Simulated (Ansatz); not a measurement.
# HfO2: moving one atom along a line

This session takes HfO2 and sets out to measure how stiffly atom 1 (Hf) is held.

Program: Ansatz 0.2.0. Level of theory: DFT r2SCAN, scalar-relativistic, plane waves, PAW. These are calculated values, not measurements.

3 further runs of the same task are left out: 3 set aside as unsound or not needed.

## (1) The system as given

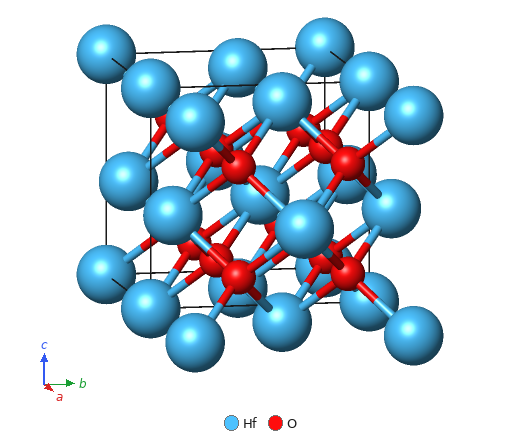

The starting structure, seen slightly off an axis (hafnium blue, oxygen red). 2×1×1 cells are drawn. Atoms on the faces are drawn again on the opposite ones.

As a file:

```
Hf O
1.0
     5.05832    0.00000    0.00000
     0.00000   -5.05832    0.00000
     0.00000    0.00000   -5.05832
Hf O
4 8
Cartesian
  0.0000 -5.0583 -5.0583
  2.5292 -2.5292 -5.0583
  2.5292 -5.0583 -2.5292
  0.0000 -2.5292 -2.5292
  1.2646 -1.2646 -1.2646
  3.7937 -3.7937 -1.2646
  3.7937 -1.2646 -3.7937
  1.2646 -3.7937 -3.7937
  3.7937 -3.7937 -3.7937
  1.2646 -1.2646 -3.7937
  1.2646 -3.7937 -1.2646
  3.7937 -1.2646 -1.2646
```

It is built from the cell relaxed beforehand with the same method (10.79 Å³/atom).

## (2) The undisturbed cell

File input.yaml:

```yaml
crystal:
  lattice:
    - [5.0583219723, 0.0, 0.0]
    - [0.0, -5.0583219723, 0.0]
    - [0.0, 0.0, -5.0583219723]
  atoms:
    - { symbol: Hf, position: [0.0, 1.0, 1.0] }
    - { symbol: Hf, position: [0.5, 0.5, 1.0] }
    - { symbol: Hf, position: [0.5, 1.0, 0.5] }
    - { symbol: Hf, position: [0.0, 0.5, 0.5] }
    - { symbol: O, position: [0.25, 0.25, 0.25] }
    - { symbol: O, position: [0.75, 0.75, 0.25] }
    - { symbol: O, position: [0.75, 0.25, 0.75] }
    - { symbol: O, position: [0.25, 0.75, 0.75] }
    - { symbol: O, position: [0.75, 0.75, 0.75] }
    - { symbol: O, position: [0.25, 0.25, 0.75] }
    - { symbol: O, position: [0.25, 0.75, 0.25] }
    - { symbol: O, position: [0.75, 0.25, 0.25] }
basis:
  ecutwfc: 500
kpoints:
  mp_grid: { grid: [6, 6, 6] }
hamiltonian:
  xc: r2scan
scf:
  occupations: { method: gaussian, width: 0.05 }
output:
  forces: true
  stress: true
  eigenvalues: true
  write_density: true
  write_potential: true
  elf: true
  volumetric_format: npy
```

Launch:

```console
$ ansatz run input.yaml --threads 1 --pin off --max-ram 2560MiB --backend cpu --events-out ev --progress --plain --runs-dir out
```

What it wrote (excerpt; [...] marks lines left out):

```text
Warning: RAYON_NUM_THREADS=1 ignored (pool sized by the plan → 1); use --threads N
[...]
Pseudopotentials: kind: paw
Pseudopotential: Hf, paw, valence charge 26, recommended cutoff 500 eV (meta_gga), Hf.paw.azcp
Pseudopotential: O, paw, valence charge 6, recommended cutoff 500 eV (meta_gga), O.paw.azcp
Functional definition: r2SCAN
[...]
Crystal: 12 atoms, lattice volume = 129.425 Å³
Basis set: ecut = 500 eV, 3287 PW (Γ), exchange–correlation on 160×160×160 points (64 copies of the dense FFT grid, shifted against one another)
Bands: 92, of which v1, the nominal top of the filled ones, is band 76 counted from 1 (75 counted from 0)
Symmetry: 192 space group operations
Space group: Fm-3m (ITA 225), of the structure as read, at distance tolerance 5.1e-5 Å
k-points: 20 of 216
[...]
SCF iter   1: F=—  HF=-67504.515984 eV  |F-HF|=—  |Δ(HF+E_count)|=         —  Δρ=1.17e-2  dr2=1.60e-1  dr2_τ=9.06e-1  ethr=1.77e-3  ⟨swp⟩=5.7  Hψ=5717  notcnv=0  defer=43
[...]
SCF iter   8: F=-67504.762264 eV  HF=-67504.762264 eV  |F-HF|=2.62e-9  |Δ(HF+E_count)|=   5.84e-9  Δρ=1.85e-6  dr2=3.01e-9  dr2_τ=5.41e-10  ethr=6.58e-11  ⟨swp⟩=12.4  Hψ=12359  notcnv=0
[...]
SCF converged after 8 iterations
Free energy (F): -67504.762264 eV
[...]
E sigma→0 (E₀):  -67504.762264 eV
Fermi energy:    17.987352 eV
[...]
--- Forces (eV/Å), atoms counted from 1 ---
  atom   1  Hf     0.00000000     0.00000000    -0.00000000
  atom   2  Hf     0.00000000    -0.00000000     0.00000000
  atom   3  Hf     0.00000000    -0.00000000     0.00000000
  atom   4  Hf     0.00000000    -0.00000000    -0.00000000
  atom   5  O      0.00000000     0.00000000     0.00000000
  atom   6  O      0.00000000     0.00000000    -0.00000000
  atom   7  O      0.00000000    -0.00000000     0.00000000
  atom   8  O      0.00000000    -0.00000000    -0.00000000
[...]
--- Stress (GPa, compression-positive) ---
        0.022534      -0.000000       0.000000
       -0.000000       0.022534       0.000000
       -0.000000      -0.000000       0.022534
  P = ⅓ Tr σ = 0.0225 GPa (0.225 kbar)
--- Band table (eV; the first three rows and the last of 20) ---
[...]
```

Wall time 53 s (1 thread of Intel Xeon Platinum 8259CL at 2.50GHz (Skylake/Cascade Lake), shared host); peak memory 0.81 GiB.

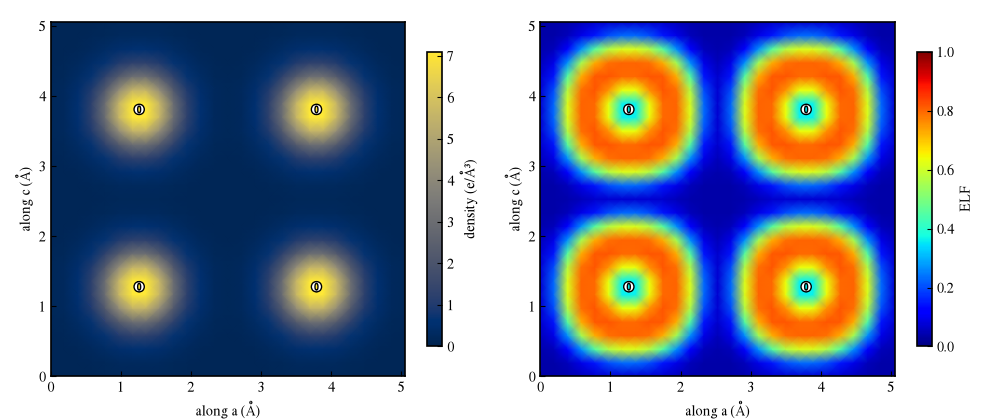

Density (left) and ELF (right) in a lattice plane of the grid's cell (edges 5.06 and 5.06 Å, at 0.250 of the third edge), which holds O. Only atoms in the plane are labelled. Both are smooth fields of the valence electrons: close to the nuclei they are not physical.

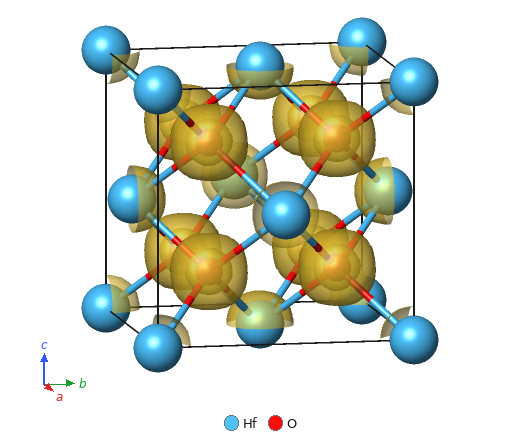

Surface of ELF = 0.77, drawn in one cell.

The highest ELF values outside the cores: 0.83 in the shell around O, 0.6 Å from O.

The cell is repeated 4 times, 12 atoms in all. The reference gives a free energy of -67504.7623 eV, pressure 0.02 GPa, largest force 0.000 eV/Å and gap on the mesh 4.30 eV.

## (3) Next: moving one atom along a line

Atom 1 (Hf) is moved by x along the Cartesian unit vector (-0.707, 0.707, 0.000); the cell and all other atoms stay fixed. Forces below are components along that vector, summed over the moved atoms. In a periodic cell its images move with it.

## (4) x = -0.300 Å

input.yaml: that of step 2 with these lines changed.

```diff
@@ -6,3 +6,3 @@
   atoms:
-    - { symbol: Hf, position: [0.0, 1.0, 1.0] }
+    - { symbol: Hf, position: [0.0419372344, 1.0419372344, 1.0] }
     - { symbol: Hf, position: [0.5, 0.5, 1.0] }
@@ -30,5 +30 @@
   eigenvalues: true
-  write_density: true
-  write_potential: true
-  elf: true
-  volumetric_format: npy
```

Launch:

```console
$ ansatz run input.yaml --threads 1 --pin off --max-ram 2560MiB --backend cpu --events-out ev --progress --plain --runs-dir out
```

What it wrote (excerpt; [...] marks lines left out):

```text
Warning: RAYON_NUM_THREADS=1 ignored (pool sized by the plan → 1); use --threads N
[...]
Pseudopotentials: kind: paw
Pseudopotential: Hf, paw, valence charge 26, recommended cutoff 500 eV (meta_gga), Hf.paw.azcp
Pseudopotential: O, paw, valence charge 6, recommended cutoff 500 eV (meta_gga), O.paw.azcp
Functional definition: r2SCAN
[...]
Crystal: 12 atoms, lattice volume = 129.425 Å³
Basis set: ecut = 500 eV, 3287 PW (Γ), exchange–correlation on 160×160×160 points (64 copies of the dense FFT grid, shifted against one another)
Bands: 92, of which v1, the nominal top of the filled ones, is band 76 counted from 1 (75 counted from 0)
Symmetry: 4 space group operations
Space group: Amm2 (ITA 38), of the structure as read, at distance tolerance 5.1e-5 Å
k-points: 52 of 216 (time reversal used)
[...]
SCF converged after 9 iterations
Free energy (F): -67503.947889 eV
[...]
E sigma→0 (E₀):  -67503.947889 eV
Fermi energy:    18.183808 eV
[...]
--- Forces (eV/Å), atoms counted from 1 ---
  atom   1  Hf    -4.31873829     4.31873829     0.00000000
  atom   2  Hf     2.06782147    -2.06782147     0.00000000
  atom   3  Hf     2.00269685     1.90729677     0.00000000
  atom   4  Hf    -1.90729677    -2.00269685     0.00000000
  atom   5  O      0.94316127    -0.94316127    -0.89448992
  atom   6  O     -0.17993295     0.17993295    -0.25178738
  atom   7  O      0.19569214    -0.11879840    -0.06122993
  atom   8  O      0.11879840    -0.19569214    -0.06122993
[...]
--- Stress (GPa, compression-positive) ---
        2.738861      -3.086438       0.000000
       -3.086438       2.738861       0.000000
        0.000000       0.000000       4.076876
  P = ⅓ Tr σ = 3.1849 GPa (31.849 kbar)
--- Band table (eV; the first three rows and the last of 52) ---
[...]
```

Run time: 2.6 min. Hardware: 1 thread of Intel Xeon Platinum 8259CL at 2.50GHz (Skylake/Cascade Lake), shared host; peak memory 1 GiB.

## (5) At x = 0.240 Å

input.yaml: that of step 4 with these lines changed.

```diff
@@ -6,3 +6,3 @@
   atoms:
-    - { symbol: Hf, position: [0.0419372344, 1.0419372344, 1.0] }
+    - { symbol: Hf, position: [-0.0335497875, 0.9664502125, 1.0] }
     - { symbol: Hf, position: [0.5, 0.5, 1.0] }
```

Launch:

```console
$ ansatz run input.yaml --threads 1 --pin off --max-ram 2560MiB --backend cpu --events-out ev --progress --plain --runs-dir out
```

What it wrote (excerpt; [...] marks lines left out):

```text
Warning: RAYON_NUM_THREADS=1 ignored (pool sized by the plan → 1); use --threads N
[...]
Pseudopotentials: kind: paw
Pseudopotential: Hf, paw, valence charge 26, recommended cutoff 500 eV (meta_gga), Hf.paw.azcp
Pseudopotential: O, paw, valence charge 6, recommended cutoff 500 eV (meta_gga), O.paw.azcp
Functional definition: r2SCAN
[...]
Crystal: 12 atoms, lattice volume = 129.425 Å³
Basis set: ecut = 500 eV, 3287 PW (Γ), exchange–correlation on 160×160×160 points (64 copies of the dense FFT grid, shifted against one another)
Bands: 92, of which v1, the nominal top of the filled ones, is band 76 counted from 1 (75 counted from 0)
Symmetry: 4 space group operations
Space group: Amm2 (ITA 38), of the structure as read, at distance tolerance 5.1e-5 Å
k-points: 52 of 216 (time reversal used)
[...]
SCF converged after 9 iterations
Free energy (F): -67504.264828 eV
[...]
E sigma→0 (E₀):  -67504.264828 eV
Fermi energy:    18.134508 eV
[...]
--- Forces (eV/Å), atoms counted from 1 ---
  atom   1  Hf     3.18357462    -3.18357462     0.00000000
  atom   2  Hf    -1.64710923     1.64710923     0.00000000
  atom   3  Hf    -1.61439654    -1.53896514     0.00000000
  atom   4  Hf     1.53896514     1.61439654     0.00000000
  atom   5  O      0.10977164    -0.10977164    -0.17764266
  atom   6  O     -0.59954024     0.59954024    -0.52355868
  atom   7  O     -0.09139555     0.14932223    -0.04267613
  atom   8  O     -0.14932223     0.09139555    -0.04267613
[...]
--- Stress (GPa, compression-positive) ---
        1.757212      -2.016186       0.000000
       -2.016186       1.757212       0.000000
        0.000000       0.000000       2.495648
  P = ⅓ Tr σ = 2.0034 GPa (20.034 kbar)
--- Band table (eV; the first three rows and the last of 52) ---
[...]
```

Wall time 2.8 min (1 thread of Intel Xeon Platinum 8259CL at 2.50GHz (Skylake/Cascade Lake), shared host); peak memory 0.99 GiB.

## (6) Point x = -0.180 Å

input.yaml: that of step 5 with these lines changed.

```diff
@@ -6,3 +6,3 @@
   atoms:
-    - { symbol: Hf, position: [-0.0335497875, 0.9664502125, 1.0] }
+    - { symbol: Hf, position: [0.0251623407, 1.0251623407, 1.0] }
     - { symbol: Hf, position: [0.5, 0.5, 1.0] }
```

Launch:

```console
$ ansatz run input.yaml --threads 1 --pin off --max-ram 2560MiB --backend cpu --events-out ev --progress --plain --runs-dir out
```

What it wrote (excerpt; [...] marks lines left out):

```text
Warning: RAYON_NUM_THREADS=1 ignored (pool sized by the plan → 1); use --threads N
[...]
Pseudopotentials: kind: paw
Pseudopotential: Hf, paw, valence charge 26, recommended cutoff 500 eV (meta_gga), Hf.paw.azcp
Pseudopotential: O, paw, valence charge 6, recommended cutoff 500 eV (meta_gga), O.paw.azcp
Functional definition: r2SCAN
[...]
Crystal: 12 atoms, lattice volume = 129.425 Å³
Basis set: ecut = 500 eV, 3287 PW (Γ), exchange–correlation on 160×160×160 points (64 copies of the dense FFT grid, shifted against one another)
Bands: 92, of which v1, the nominal top of the filled ones, is band 76 counted from 1 (75 counted from 0)
Symmetry: 4 space group operations
Space group: Amm2 (ITA 38), of the structure as read, at distance tolerance 5.1e-5 Å
k-points: 52 of 216 (time reversal used)
[...]
SCF converged after 9 iterations
Free energy (F): -67504.493116 eV
[...]
E sigma→0 (E₀):  -67504.493116 eV
Fermi energy:    18.082731 eV
[...]
--- Forces (eV/Å), atoms counted from 1 ---
  atom   1  Hf    -2.22357216     2.22357216     0.00000000
  atom   2  Hf     1.23200486    -1.23200486     0.00000000
  atom   3  Hf     1.21841672     1.16249499     0.00000000
  atom   4  Hf    -1.16249499    -1.21841672     0.00000000
  atom   5  O      0.34487118    -0.34487118    -0.27127220
  atom   6  O     -0.04985985     0.04985985    -0.10892458
  atom   7  O      0.10480129    -0.06798758    -0.02566241
  atom   8  O      0.06798758    -0.10480129    -0.02566241
[...]
--- Stress (GPa, compression-positive) ---
        0.995921      -1.153721       0.000000
       -1.153721       0.995921       0.000000
        0.000000       0.000000       1.359790
  P = ⅓ Tr σ = 1.1172 GPa (11.172 kbar)
--- Band table (eV; the first three rows and the last of 52) ---
[...]
```

Wall time 2.9 min (1 thread of Intel Xeon Platinum 8259CL at 2.50GHz (Skylake/Cascade Lake), shared host); peak memory 1 GiB.

## (7) Results of the scan

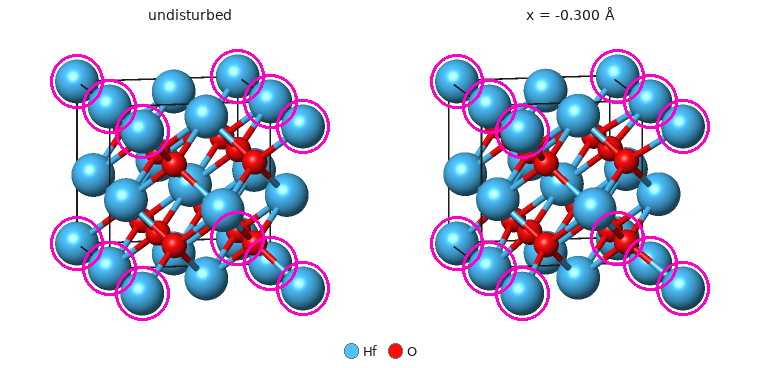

The undisturbed cell and the costliest point of the scan, at one scale, with neighbouring cells. Atom 1 and its images are ringed.

The scan, with free energies counted from the undisturbed cell:

```csv
x (Å),ΔE (meV/cell),force on the moved atoms (eV/Å),pressure (GPa),gap on the mesh (eV)
-0.300,814.4,6.108,3.2,3.75
-0.180,269.1,3.145,1.1,4.07
0.000,0.0,0.000,0.0,4.30
0.240,497.4,-4.502,2.0,3.92
```

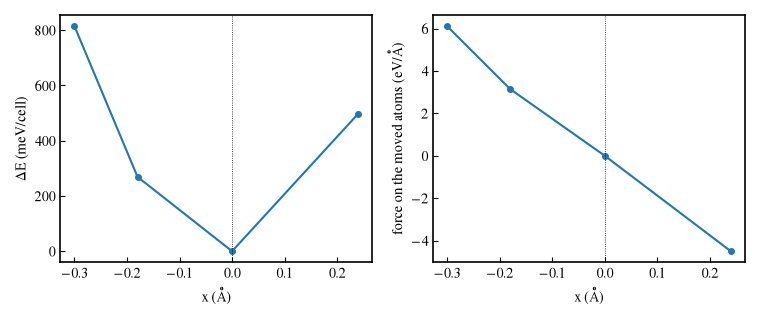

ΔE and force on the moved atoms along the scan.

## (8) Outcome

| quantity | value |
| --- | --- |
| force constant along x, from the points at -0.180, 0 and 0.240 Å | 18.02 eV/Å² |

In words: Near the site the force constant is 18.02 eV/Å²; for the mass of Hf against a rigid frame that is a vibration of about 166 cm⁻¹. The step of 0.24 Å is wide, so anharmonic terms mix in. No sampled point lies below the undisturbed cell. The gap on the mesh stays between 3.75 and 4.30 eV. These runs have no spin-orbit coupling; with Hf it would split and shift bands.
